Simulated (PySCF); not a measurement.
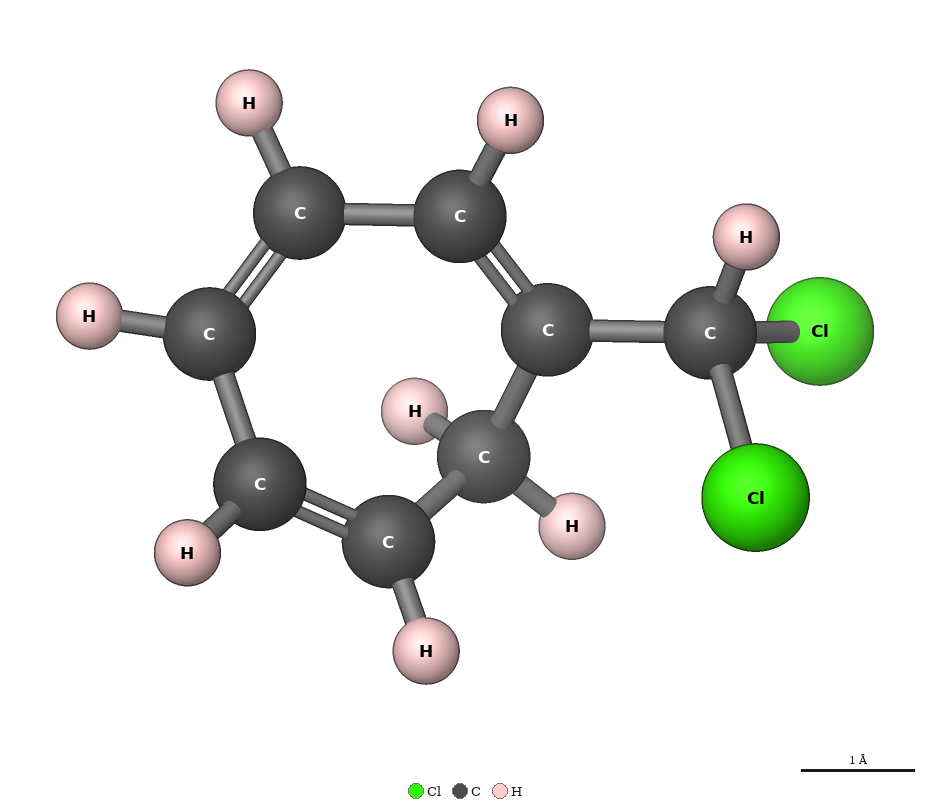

Ball-and-stick drawing of a structure. Double and triple bonds are drawn as two and three sticks.

The computed structure is the end point of a GFN2-xTB optimisation. No frequency run is at hand to confirm it as a minimum.

> What is the molecular formula?

C₈H₈Cl₂, 18 atoms: 8 carbon, 8 hydrogen and 2 chlorine.

> Describe its rings.

Independent rings (smallest set): 1 of 7 members.

> What is its SMILES?

ClC(Cl)C1=CC=CC=CC1

> Count the bonded pairs by element.

8 C–C, 8 C–H, 2 C–Cl.

More results for the same structure follow; atom numbers are the same in all pictures, views and colours differ.

## Geometry

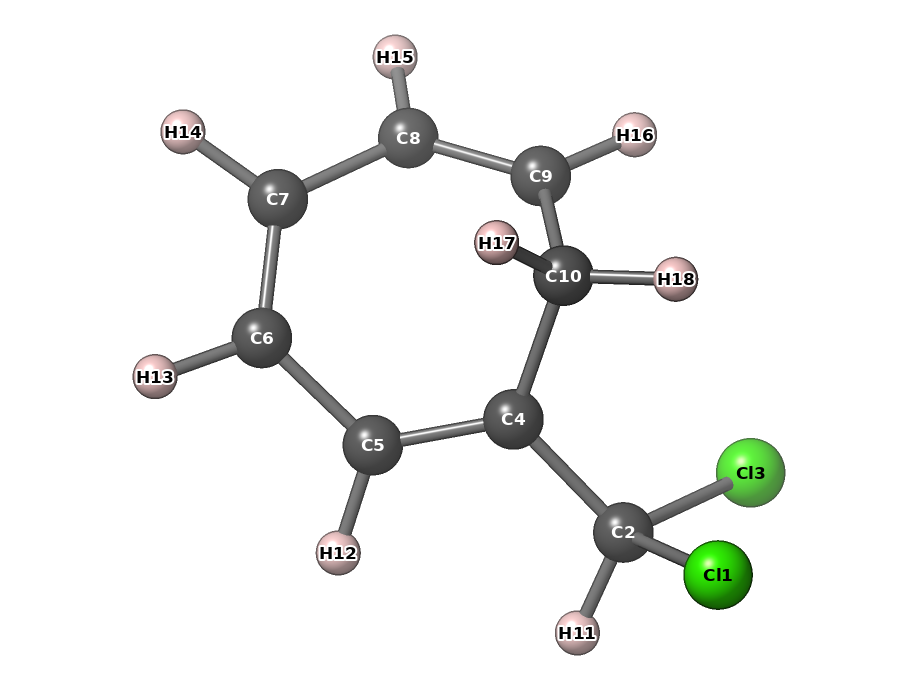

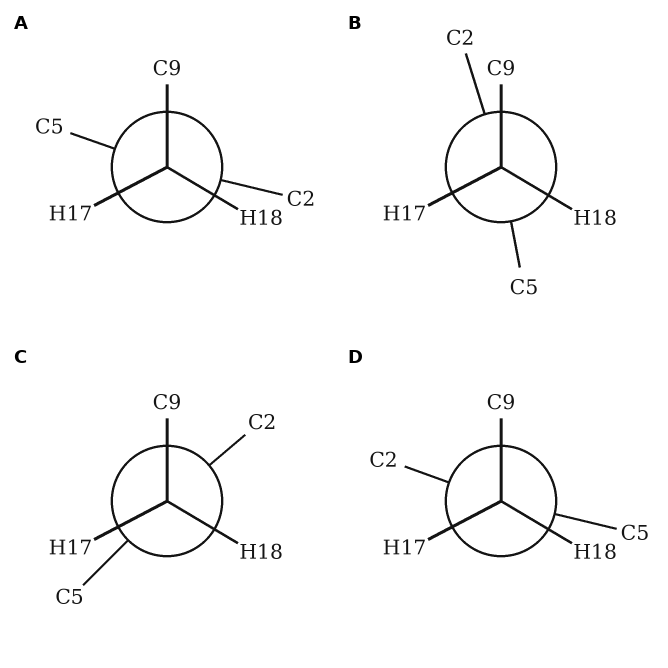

Distant atoms are faded towards the background colour. Bonds that would overlap in a projection are set slightly apart. No frequency run is at hand to confirm it as a minimum.

> Which Newman projection shows the view along C10–C4, with C10 in front?

A. The torsion angle C9–C10–C4–C2 is 110°, anticlinal.

## Ring current

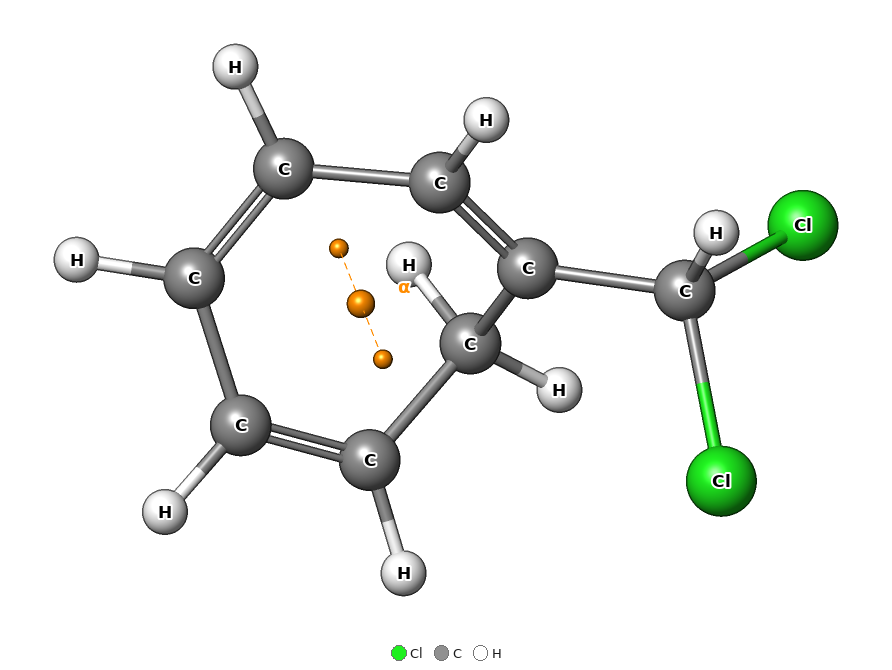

The small points mark where nucleus-independent chemical shifts (NICS) were computed: at the centre of each lettered ring and 1 Å above and below it. No frequency run is at hand to confirm it as a minimum. Properties computed with GIAO PBE0/pcSseg-1 NMR shielding, non-relativistic, gas phase (PySCF 2.14.0).

Give NICS(0), NICS(1) and the out-of-plane component NICS(1)zz for each ring (means of the two sides).

```csv
ring,members,NICS(0),NICS(1),NICS(1)zz
α,C7,−4.8,−7.0,−10.8
```

Values in ppm.

## NMR shielding

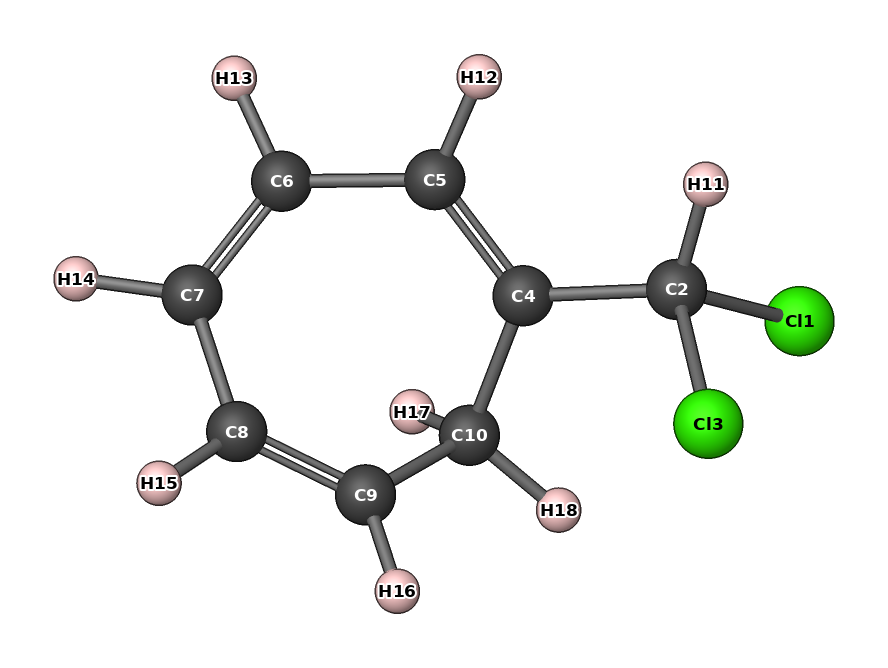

The questions are on isotropic NMR shieldings of the C atoms. No frequency run is at hand to confirm it as a minimum. Properties computed with GIAO PBE0/pcSseg-1 NMR shielding, non-relativistic, gas phase (PySCF 2.14.0).

List the isotropic NMR shieldings of the C atoms.

| atom | σ (ppm) |
| --- | --- |
| C2 | 99.7 |
| C4 | 46.2 |
| C5 | 59.8 |
| C6 | 53.4 |
| C7 | 46.0 |
| C8 | 55.3 |
| C9 | 52.3 |
| C10 | 155.0 |

## Dipole moment

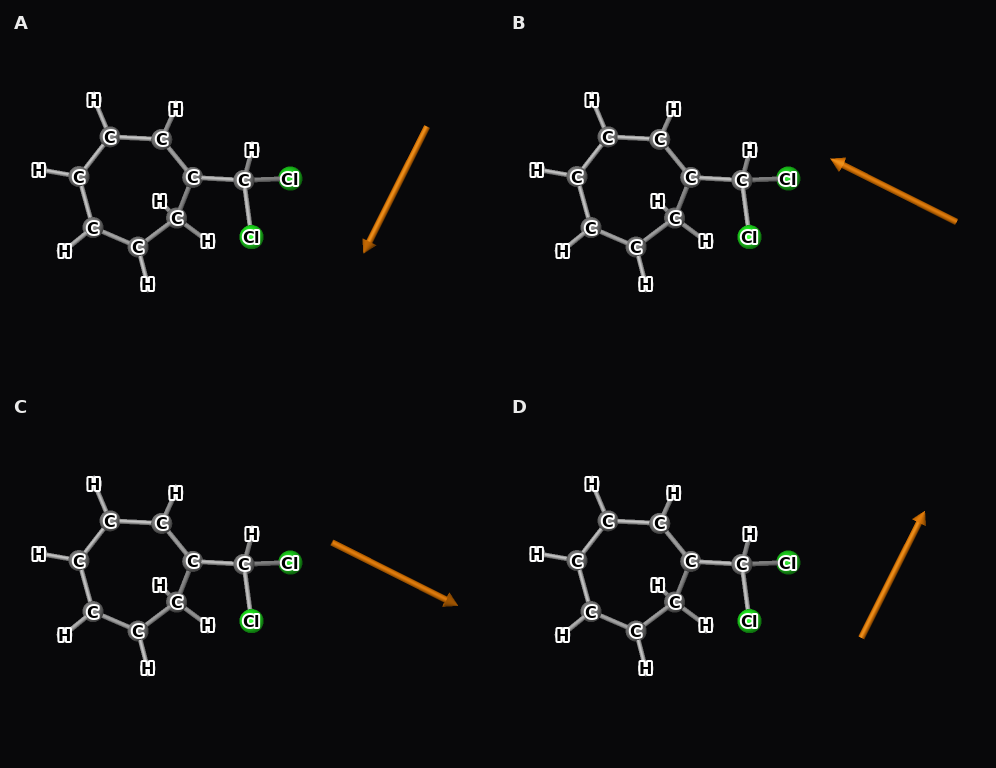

The same molecule four times, each with an arrow. No frequency run is at hand to confirm it as a minimum. Properties computed with PBE0/pcSseg-1, gas phase (PySCF 2.14.0).

> Which arrow points along the dipole moment, from the negative to the positive end?

B. The dipole moment is 2.16 D.
